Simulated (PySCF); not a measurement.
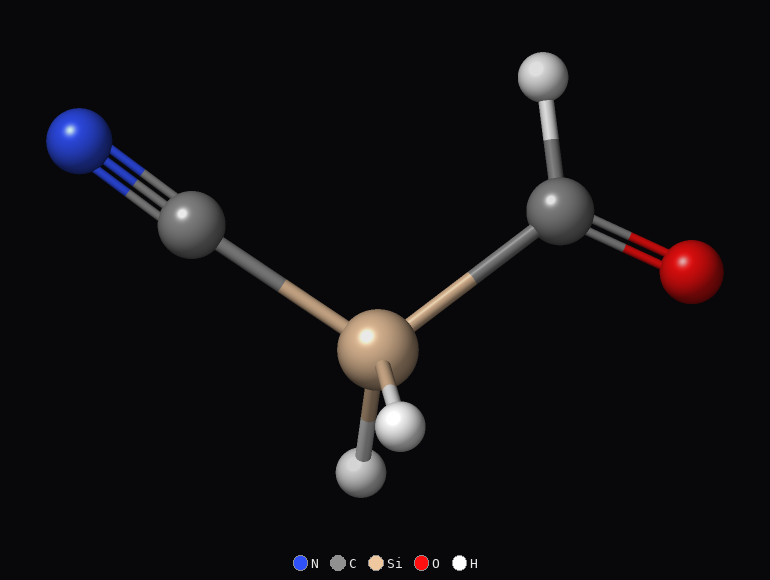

The computed structure is the end point of a PBE0-D3(BJ)/def2-SVP optimisation. No frequency run is at hand to confirm it as a minimum. Program: PySCF 2.14.0.

Tabulate dipole (D), lowest singlet excitation (eV), HOMO energy (eV) at these levels: LC-wPBE/def2-SVPD; PBE0/6-31+G*; PBE0/6-31G*; PBE0/aug-cc-pVDZ; PBE0/def2-SVP; PBE0/def2-TZVP; PBE0/def2-TZVPD; ωB97X-D/def2-SVPD.

```json
{"level": "LC-wPBE/def2-SVPD", "dipole (D)": "1.37", "lowest singlet excitation (eV)": "3.24", "HOMO energy (eV)": "−10.56"}
{"level": "PBE0/6-31+G*", "dipole (D)": "1.45", "lowest singlet excitation (eV)": "3.28", "HOMO energy (eV)": "−7.87"}
{"level": "PBE0/6-31G*", "dipole (D)": "1.41", "lowest singlet excitation (eV)": "3.32", "HOMO energy (eV)": "−7.59"}
{"level": "PBE0/aug-cc-pVDZ", "dipole (D)": "1.52", "lowest singlet excitation (eV)": "3.22", "HOMO energy (eV)": "−7.84"}
{"level": "PBE0/def2-SVP", "dipole (D)": "1.43", "lowest singlet excitation (eV)": "3.25", "HOMO energy (eV)": "−7.67"}
{"level": "PBE0/def2-TZVP", "dipole (D)": "1.48", "lowest singlet excitation (eV)": "3.21", "HOMO energy (eV)": "−7.82"}
{"level": "PBE0/def2-TZVPD", "dipole (D)": "1.47", "lowest singlet excitation (eV)": "3.19", "HOMO energy (eV)": "−7.85"}
{"level": "ωB97X-D/def2-SVPD", "dipole (D)": "1.40", "lowest singlet excitation (eV)": "3.26", "HOMO energy (eV)": "−9.77"}
```
